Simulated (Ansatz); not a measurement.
## Si$_{2}$H$_{8}$O$_{2}$: geometry relaxation

System: Si$_{2}$H$_{8}$O$_{2}$.
Method: RKS PBE0-D4/def2-SVP (Ansatz 0.2.0).

It belongs to a series of runs on one base structure; here: end point B relaxed. Figures and captions count atoms from 1; the log counts them from 0 in places.

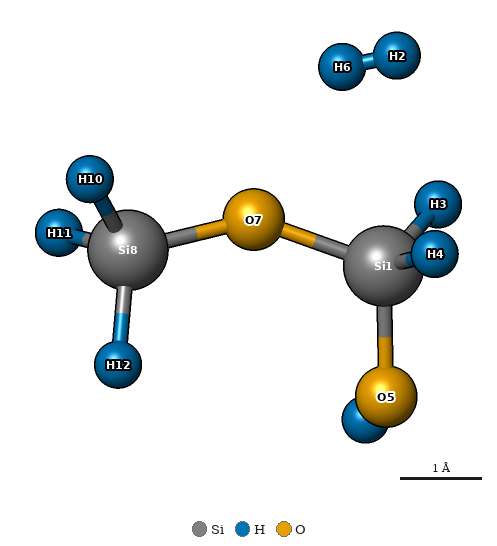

*The input geometry (ball-and-stick view, seen at a tilt; atoms are numbered from 1 in the order of the input).*

Bond lengths as drawn: H–H 0.70 Å, H–O 0.96 Å, H–Si 1.48 to 1.50 Å and O–Si 1.66 to 1.72 Å.

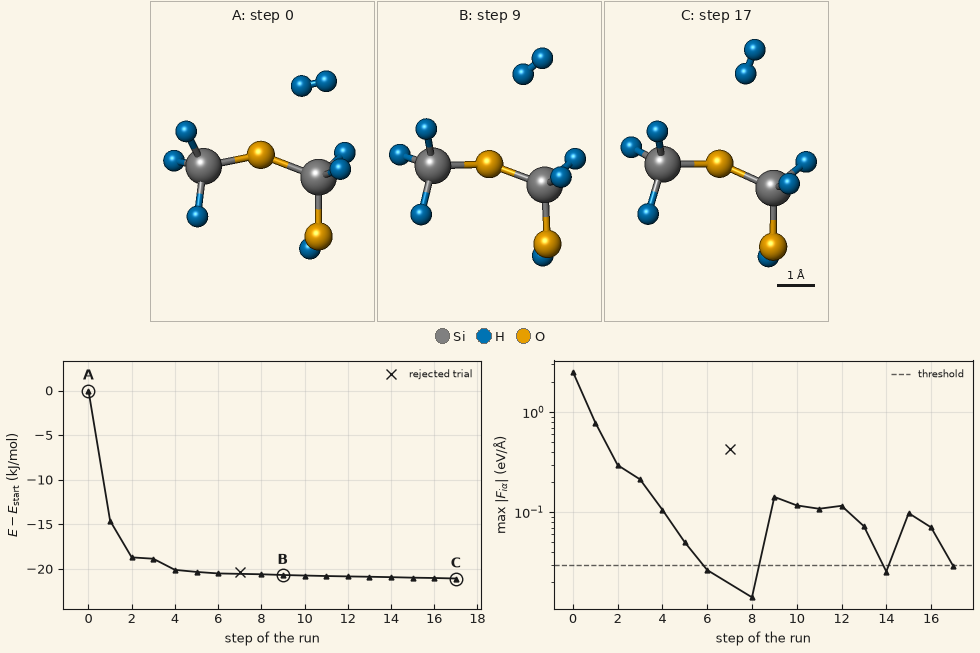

*Frames of the relaxation (ball-and-stick view, seen at a tilt) above the curves, on which the letters mark them (the first geometry is step 0 here and step 1 in the log).*

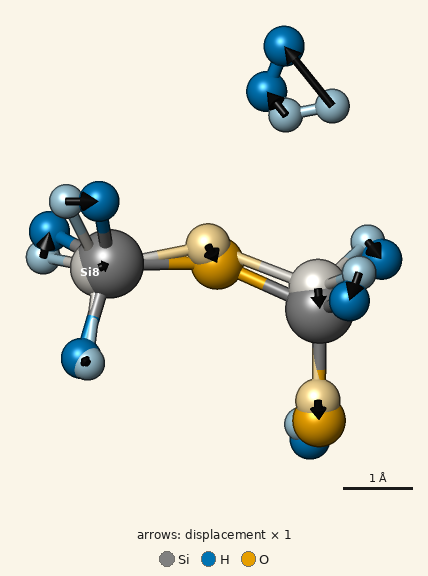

*Start (faint) and end (solid) with the displacements as black arrows, at true length (ball-and-stick view, seen at a tilt). The two geometries are laid on each other by the best rigid fit.*

The energy falls by 21.1 kJ/mol in 17 geometry steps. Largest force component: 2.5 eV/Å at the start, 0.029 eV/Å at the end. The line search rejected the trial step at point 7 (counted from 0) and went back. H2 moves most after the best rigid fit: 1.12 Å. Largest moves by element: H 1.12 Å, O 0.32 Å, Si 0.31 Å. Among the contacts that change: Si1–O7 1.720 → 1.657 Å, H2–H6 0.703 → 0.762 Å, Si1–H4 1.481 → 1.485 Å, O7–Si8 1.657 → 1.661 Å. (Atoms are counted from 1 in the order of the input.)

The input that produced these results follows, with the program's output.

Input file
```yaml
crystal:
  periodic: [false, false, false]
  atoms:
    - { symbol: Si, position_ang: [-0.663061, -0.314004, 1.074625] }
    - { symbol: H, position_ang: [1.787308, 0.279155, 2.11365] }
    - { symbol: H, position_ang: [-0.141014, -1.496498, 1.810273] }
    - { symbol: H, position_ang: [-0.709839, 0.921481, 1.889079] }
    - { symbol: O, position_ang: [-2.222596, -0.560328, 0.573728] }
    - { symbol: H, position_ang: [1.86033, 0.262577, 1.414555] }
    - { symbol: O, position_ang: [0.382422, -0.105443, -0.275641] }
    - { symbol: Si, position_ang: [0.497623, 0.471912, -1.824567] }
    - { symbol: H, position_ang: [-2.420306, -1.393566, 0.132102] }
    - { symbol: H, position_ang: [1.489072, 1.586981, -1.865621] }
    - { symbol: H, position_ang: [0.963101, -0.625048, -2.725071] }
    - { symbol: H, position_ang: [-0.82314, 0.972682, -2.317212] }
basis:
  gaussian: { orbitals: def2-SVP }
hamiltonian:
  xc: pbe0
  dispersion: d4
relax:
  f_tol: 0.03
  max_steps: 50
```

Command:
```bash
ansatz run input.yaml --threads 2 --pin off --max-ram 3072MiB --backend cpu --events-out ev --progress --plain --runs-dir out
```

Log
```
The last accepted step is kept in [file] (removed where the run ends without a failure and the disk answers)
Engine: ansatz 0.2.0, x86_64-unknown-linux-gnu
Functional definition: PBE0
  parameter a = 0.25
  parameter kappa = 0.804
  parameter beta = 0.06672455060314922
  exchange = (1 - a)*pbe_x(kappa = kappa, mu = beta*pi^2/3) + a*exact_x
  correlation = pbe_c(beta = beta)
1064 factors; integrals over basis functions are off by at most 3.6e-4 eV
mean field evaluation 1: about -19955.8966 eV, gradient 6.1e1 eV
mean field evaluation 2: about -19945.5758 eV, gradient 9.6e1 eV
mean field evaluation 4: about -19962.1007 eV, gradient 4.8e0 eV
mean field evaluation 8: about -19962.1404 eV, gradient 3.9e-2 eV
mean field -19962.14037625 eV, -733.5951280025 hartree, gradient 1.1e-5 eV, S^2 0.000000; 0 other end points of the search recorded, 0 dependent functions left out
the calculation of the forces begins
reference -19962.14040632 eV, -733.5951291074 hartree; 26, 26 occupied and 78, 78 virtual orbitals, 1064 factors
relax step   1: F+E_penalty+E_count = -19962.33792709 eV  Δ(F+E_penalty+E_count) = +0.000e0 eV  max|allowed force component| = 2.537e0 eV/Å  Δτ_max = 0.0000 Å  (24 SCF iters, accepted)
these checks for a lower state are left out or cut short: starts, cluster_reference, orbital_swaps, neighbouring_geometries, increment
1064 factors; integrals over basis functions are off by at most 3.6e-4 eV
mean field evaluation 16: about -19962.2686 eV, gradient 2.9e0 eV
mean field -19962.29321921 eV, -733.6007448776 hartree, gradient 1.7e-5 eV, S^2 0.000000; 0 other end points of the search recorded, 0 dependent functions left out
[... from here on the field's lines of each further geometry are left out, up to the last ...]
relax step   2: F+E_penalty+E_count = -19962.48920055 eV  Δ(F+E_penalty+E_count) = -1.513e-1 eV  max|allowed force component| = 7.893e-1 eV/Å  Δτ_max = 0.1995 Å  (24 SCF iters, accepted)
relax step   3: F+E_penalty+E_count = -19962.53177382 eV  Δ(F+E_penalty+E_count) = -4.257e-2 eV  max|allowed force component| = 2.961e-1 eV/Å  Δτ_max = 0.1904 Å  (24 SCF iters, accepted)
relax step   4: F+E_penalty+E_count = -19962.53335520 eV  Δ(F+E_penalty+E_count) = -1.581e-3 eV  max|allowed force component| = 2.132e-1 eV/Å  Δτ_max = 0.1158 Å  (26 SCF iters, accepted)
relax step   5: F+E_penalty+E_count = -19962.54628983 eV  Δ(F+E_penalty+E_count) = -1.293e-2 eV  max|allowed force component| = 1.059e-1 eV/Å  Δτ_max = 0.1999 Å  (26 SCF iters, accepted)
relax step   6: F+E_penalty+E_count = -19962.54868914 eV  Δ(F+E_penalty+E_count) = -2.399e-3 eV  max|allowed force component| = 5.010e-2 eV/Å  Δτ_max = 0.1150 Å  (23 SCF iters, accepted)
relax step   7: F+E_penalty+E_count = -19962.55045442 eV  Δ(F+E_penalty+E_count) = -1.765e-3 eV  max|allowed force component| = 2.647e-2 eV/Å  Δτ_max = 0.0583 Å  (23 SCF iters, accepted)
relax step   8: F+E_penalty+E_count = -19962.54855010 eV  Δ(F+E_penalty+E_count) = +1.904e-3 eV  max|allowed force component| = 4.322e-1 eV/Å  Δτ_max = 0.1091 Å  (23 SCF iters, rejected (line search))
relax step   9: F+E_penalty+E_count = -19962.55142192 eV  Δ(F+E_penalty+E_count) = -9.675e-4 eV  max|allowed force component| = 1.413e-2 eV/Å  Δτ_max = 0.0544 Å  (24 SCF iters, accepted)
relax step  10: F+E_penalty+E_count = -19962.55226722 eV  Δ(F+E_penalty+E_count) = -8.453e-4 eV  max|allowed force component| = 1.424e-1 eV/Å  Δτ_max = 0.0975 Å  (24 SCF iters, accepted)
relax step  11: F+E_penalty+E_count = -19962.55288452 eV  Δ(F+E_penalty+E_count) = -6.173e-4 eV  max|allowed force component| = 1.172e-1 eV/Å  Δτ_max = 0.0554 Å  (24 SCF iters, accepted)
relax step  12: F+E_penalty+E_count = -19962.55346342 eV  Δ(F+E_penalty+E_count) = -5.789e-4 eV  max|allowed force component| = 1.084e-1 eV/Å  Δτ_max = 0.0791 Å  (24 SCF iters, accepted)
relax step  13: F+E_penalty+E_count = -19962.55391583 eV  Δ(F+E_penalty+E_count) = -4.524e-4 eV  max|allowed force component| = 1.161e-1 eV/Å  Δτ_max = 0.0605 Å  (24 SCF iters, accepted)
relax step  14: F+E_penalty+E_count = -19962.55431039 eV  Δ(F+E_penalty+E_count) = -3.946e-4 eV  max|allowed force component| = 7.251e-2 eV/Å  Δτ_max = 0.0246 Å  (22 SCF iters, accepted)
relax step  15: F+E_penalty+E_count = -19962.55477779 eV  Δ(F+E_penalty+E_count) = -4.674e-4 eV  max|allowed force component| = 2.556e-2 eV/Å  Δτ_max = 0.0480 Å  (24 SCF iters, accepted)
relax step  16: F+E_penalty+E_count = -19962.55537142 eV  Δ(F+E_penalty+E_count) = -5.936e-4 eV  max|allowed force component| = 9.800e-2 eV/Å  Δτ_max = 0.1437 Å  (23 SCF iters, accepted)
relax step  17: F+E_penalty+E_count = -19962.55574775 eV  Δ(F+E_penalty+E_count) = -3.763e-4 eV  max|allowed force component| = 7.066e-2 eV/Å  Δτ_max = 0.0283 Å  (24 SCF iters, accepted)
the calculation of the forces begins
reference -19962.36592953 eV, -733.6034169325 hartree; 26, 26 occupied and 78, 78 virtual orbitals, 1064 factors
relax step  18: F+E_penalty+E_count = -19962.55635113 eV  Δ(F+E_penalty+E_count) = -6.034e-4 eV  max|allowed force component| = 2.871e-2 eV/Å  Δτ_max = 0.0542 Å  (24 SCF iters, accepted)
1064 factors; integrals over basis functions are off by at most 4.4e-4 eV
mean field -19962.36589880 eV, -733.6034158034 hartree, gradient 1.2e-5 eV, S^2 0.000000; 1 other end points of the search recorded, 0 dependent functions left out
the calculation of the forces begins
reference -19962.36592953 eV, -733.6034169325 hartree; 26, 26 occupied and 78, 78 virtual orbitals, 1064 factors
Total energy: -19962.55638185 eV, -733.6104159263 hartree
Atom 0 at    -0.969422    -0.324498     1.005316 Å, force    -0.013999    -0.004900    -0.022623 eV/Å
Atom 1 at     2.803038     0.411825     1.723152 Å, force    -0.027081    -0.016307    -0.025019 eV/Å
Atom 2 at    -0.462488    -1.362125     1.945430 Å, force    -0.000665     0.000386     0.002350 eV/Å
Atom 3 at    -1.089350     1.011545     1.642372 Å, force     0.000190     0.000246     0.001300 eV/Å
Atom 4 at    -2.494078    -0.688171     0.467511 Å, force     0.019154    -0.002276     0.003941 eV/Å
Atom 5 at     2.266257     0.151999     1.248196 Å, force     0.028711     0.014071     0.023026 eV/Å
Atom 6 at     0.122070    -0.271659    -0.240694 Å, force    -0.007603    -0.002297     0.013746 eV/Å
Atom 7 at     0.522126     0.493682    -1.659963 Å, force     0.001568     0.006737    -0.004557 eV/Å
Atom 8 at    -2.643067    -1.579156     0.137657 Å, force     0.001702     0.008027     0.004344 eV/Å
Atom 9 at     1.342388     1.707240    -1.370299 Å, force    -0.002499    -0.003175    -0.000353 eV/Å
Atom 10 at     1.312263    -0.452246    -2.498226 Å, force    -0.000127     0.003915     0.004179 eV/Å
Atom 11 at    -0.709837     0.901465    -2.400552 Å, force     0.000649    -0.004427    -0.000335 eV/Å
Dipole moment:    -0.027020    -0.203105    -0.107537 e Å
```

Trajectory as extended XYZ (Å, eV, eV/Å), 9 of the 18 frames kept, from step=1 to step=18
```
12
Properties=species:S:1:pos:R:3:forces:R:3 step=1 energy=-19962.33793
Si   -0.6631   -0.3140    1.0746    0.7759   0.1332  -1.2949
H     1.7873    0.2792    2.1136   -0.0750   0.1014   2.5367
H    -0.1410   -1.4965    1.8103   -0.0055   0.0144   0.0042
H    -0.7098    0.9215    1.8891   -0.0025   0.0095  -0.0101
O    -2.2226   -0.5603    0.5737   -0.0143  -0.0904  -0.0691
H     1.8603    0.2626    1.4146    0.3592  -0.0366  -2.3427
O     0.3824   -0.1054   -0.2756   -1.0343  -0.2302   1.0695
Si    0.4976    0.4719   -1.8246   -0.0307  -0.0074   0.0500
H    -2.4203   -1.3936    0.1321    0.0240   0.0954   0.0487
H     1.4891    1.5870   -1.8656    0.0007   0.0074  -0.0054
H     0.9631   -0.6250   -2.7251   -0.0051   0.0079   0.0045
H    -0.8231    0.9727   -2.3172    0.0078  -0.0045   0.0087
12
Properties=species:S:1:pos:R:3:forces:R:3 step=3 energy=-19962.53177
Si   -0.7313   -0.3286    1.0131    0.2386   0.0247  -0.2961
H     2.1236    0.3626    2.2829    0.0283  -0.0013  -0.1418
H    -0.2122   -1.4998    1.7705   -0.0209  -0.0046   0.0277
H    -0.7730    0.9107    1.8249   -0.0137   0.0113   0.0071
O    -2.2872   -0.5743    0.5027   -0.0395  -0.0053  -0.0014
H     2.0613    0.3009    1.5224    0.0392   0.0161   0.1684
O     0.3015   -0.1354   -0.2838   -0.2118  -0.0427   0.2570
Si    0.4594    0.4617   -1.8219    0.0110   0.0235  -0.0579
H    -2.4827   -1.4134    0.0764   -0.0119  -0.0094  -0.0029
H     1.4580    1.5720   -1.8378   -0.0147  -0.0201   0.0273
H     0.9333   -0.6303   -2.7230   -0.0033   0.0064   0.0114
H    -0.8507    0.9737   -2.3266   -0.0012   0.0014   0.0011
12
Properties=species:S:1:pos:R:3:forces:R:3 step=5 energy=-19962.54629
Si   -0.8019   -0.3551    0.9709   -0.0047   0.0507  -0.0185
H     2.3195    0.4610    2.2776    0.0032   0.0006  -0.0084
H    -0.2595   -1.4612    1.8070   -0.0101  -0.0022   0.0076
H    -0.8039    0.9494    1.6847   -0.0041  -0.0390  -0.0188
O    -2.3802   -0.6248    0.5481   -0.0616  -0.0619   0.0117
H     2.2175    0.2839    1.5446    0.0018  -0.0004  -0.0065
O     0.1593   -0.2855   -0.3741    0.1059   0.0615  -0.0486
Si    0.4625    0.4664   -1.8242   -0.0044  -0.0328   0.0718
H    -2.5857   -1.4835    0.1651   -0.0042   0.0437   0.0227
H     1.4613    1.5653   -1.6375   -0.0474  -0.0572   0.0019
H     1.0069   -0.5504   -2.7679    0.0290   0.0140  -0.0154
H    -0.7957    1.0345   -2.3943   -0.0035   0.0229   0.0005
12
Properties=species:S:1:pos:R:3:forces:R:3 step=7 energy=-19962.55045
Si   -0.8194   -0.3565    0.9692   -0.0265   0.0033   0.0034
H     2.3488    0.5000    2.1529    0.0061  -0.0063  -0.0119
H    -0.3007   -1.4476    1.8396    0.0014  -0.0016  -0.0033
H    -0.8241    0.9624    1.6515    0.0007  -0.0013  -0.0034
O    -2.3976   -0.6260    0.5408    0.0081  -0.0101  -0.0043
H     2.2006    0.2240    1.4591    0.0022   0.0084   0.0041
O     0.1728   -0.3188   -0.3573   -0.0009  -0.0023   0.0009
Si    0.4839    0.4661   -1.7873   -0.0006   0.0028   0.0020
H    -2.6174   -1.4977    0.1993    0.0030   0.0097   0.0046
H     1.4419    1.5866   -1.5536    0.0052   0.0054   0.0051
H     1.0872   -0.5077   -2.7408    0.0028  -0.0047   0.0010
H    -0.7760    1.0150   -2.3736   -0.0015  -0.0033   0.0017
12
Properties=species:S:1:pos:R:3:forces:R:3 step=9 energy=-19962.55142
Si   -0.8390   -0.3582    0.9719   -0.0029   0.0014  -0.0097
H     2.3881    0.5027    2.1154    0.0084  -0.0016  -0.0032
H    -0.3179   -1.4468    1.8439   -0.0036   0.0007   0.0036
H    -0.8481    0.9626    1.6507   -0.0032  -0.0030   0.0004
O    -2.4143   -0.6344    0.5388   -0.0005  -0.0061   0.0018
H     2.2187    0.2349    1.4236   -0.0053   0.0026  -0.0030
O     0.1574   -0.3197   -0.3513    0.0087   0.0034  -0.0083
Si    0.4914    0.4681   -1.7747   -0.0097  -0.0048   0.0141
H    -2.6305   -1.5092    0.2031    0.0023   0.0072   0.0020
H     1.4470    1.5876   -1.5234   -0.0027  -0.0027   0.0004
H     1.1077   -0.5056   -2.7204    0.0020   0.0032   0.0031
H    -0.7607    1.0178   -2.3775    0.0064  -0.0002  -0.0013
12
Properties=species:S:1:pos:R:3:forces:R:3 step=12 energy=-19962.55346
Si   -0.8948   -0.3611    0.9849   -0.0048  -0.0034  -0.0042
H     2.5514    0.5004    1.9511   -0.0523  -0.0377  -0.1084
H    -0.3801   -1.4384    1.8749   -0.0027  -0.0002   0.0016
H    -0.9290    0.9635    1.6554   -0.0032  -0.0002  -0.0026
O    -2.4582   -0.6570    0.5233    0.0007  -0.0143  -0.0014
H     2.2066    0.2609    1.3120    0.0538   0.0356   0.1069
O     0.1284   -0.3206   -0.3172    0.0116   0.0047  -0.0174
Si    0.5148    0.4711   -1.7255    0.0121   0.0166   0.0193
H    -2.6595   -1.5382    0.1945    0.0046   0.0181   0.0048
H     1.4493    1.5989   -1.4323   -0.0082  -0.0044   0.0026
H     1.1857   -0.4942   -2.6426   -0.0201   0.0022   0.0034
H    -0.7147    1.0146   -2.3786    0.0087  -0.0172  -0.0044
12
Properties=species:S:1:pos:R:3:forces:R:3 step=14 energy=-19962.55431
Si   -0.9103   -0.3571    0.9882   -0.0072  -0.0005  -0.0123
H     2.6128    0.5027    1.8924   -0.0474  -0.0325  -0.0725
H    -0.3997   -1.4286    1.8877   -0.0009   0.0031   0.0018
H    -0.9589    0.9707    1.6516   -0.0005  -0.0023   0.0009
O    -2.4673   -0.6628    0.5114    0.0050  -0.0049   0.0022
H     2.2051    0.2370    1.3039    0.0498   0.0305   0.0698
O     0.1268   -0.3163   -0.3033    0.0047   0.0008   0.0047
Si    0.5193    0.4754   -1.7098   -0.0009   0.0001   0.0070
H    -2.6601   -1.5462    0.1839    0.0000   0.0064   0.0001
H     1.4365    1.6151   -1.4097   -0.0042  -0.0030  -0.0036
H     1.2057   -0.4881   -2.6168   -0.0021   0.0057   0.0027
H    -0.7098    0.9982   -2.3796    0.0037  -0.0034  -0.0008
12
Properties=species:S:1:pos:R:3:forces:R:3 step=16 energy=-19962.55537
Si   -0.9559   -0.3363    1.0010   -0.0081  -0.0018  -0.0121
H     2.7481    0.4566    1.7649   -0.0886  -0.0559  -0.0979
H    -0.4497   -1.3847    1.9301   -0.0026   0.0052  -0.0025
H    -1.0549    0.9977    1.6475    0.0002  -0.0105  -0.0067
O    -2.4902   -0.6819    0.4788    0.0241   0.0088   0.0056
H     2.2563    0.1757    1.2502    0.0894   0.0539   0.0980
O     0.1225   -0.2880   -0.2567   -0.0154  -0.0091   0.0239
Si    0.5238    0.4866   -1.6701   -0.0021   0.0172  -0.0248
H    -2.6517   -1.5698    0.1469   -0.0001  -0.0010   0.0006
H     1.3795    1.6741   -1.3718   -0.0103  -0.0115  -0.0080
H     1.2801   -0.4674   -2.5321   -0.0131   0.0176   0.0139
H    -0.7080    0.9374   -2.3889    0.0265  -0.0127   0.0098
12
Properties=species:S:1:pos:R:3:forces:R:3 step=18 energy=-19962.55635
Si   -0.9694   -0.3245    1.0053   -0.0140  -0.0049  -0.0226
H     2.8030    0.4118    1.7232   -0.0271  -0.0163  -0.0250
H    -0.4625   -1.3621    1.9454   -0.0007   0.0004   0.0024
H    -1.0894    1.0115    1.6424    0.0002   0.0002   0.0013
O    -2.4941   -0.6882    0.4675    0.0192  -0.0023   0.0039
H     2.2663    0.1520    1.2482    0.0287   0.0141   0.0230
O     0.1221   -0.2717   -0.2407   -0.0076  -0.0023   0.0137
Si    0.5221    0.4937   -1.6600    0.0016   0.0067  -0.0046
H    -2.6431   -1.5792    0.1377    0.0017   0.0080   0.0043
H     1.3424    1.7072   -1.3703   -0.0025  -0.0032  -0.0004
H     1.3123   -0.4522   -2.4982   -0.0001   0.0039   0.0042
H    -0.7098    0.9015   -2.4006    0.0006  -0.0044  -0.0003
```

Summary

| quantity | value |
| --- | --- |
| outcome | converged |
| total energy | −19962.5564 eV |
| mean-field energy | −19962.3659 eV |
| largest force (length of the vector) at the end | 0.040 eV/Å |
| hardware | 2 threads of Intel Xeon @ 2.50GHz (Skylake/Cascade Lake), 16 GiB of memory available, shared host |
| wall time | 50 s (CPU time 97 s) |
| peak memory | 0.24 GiB |
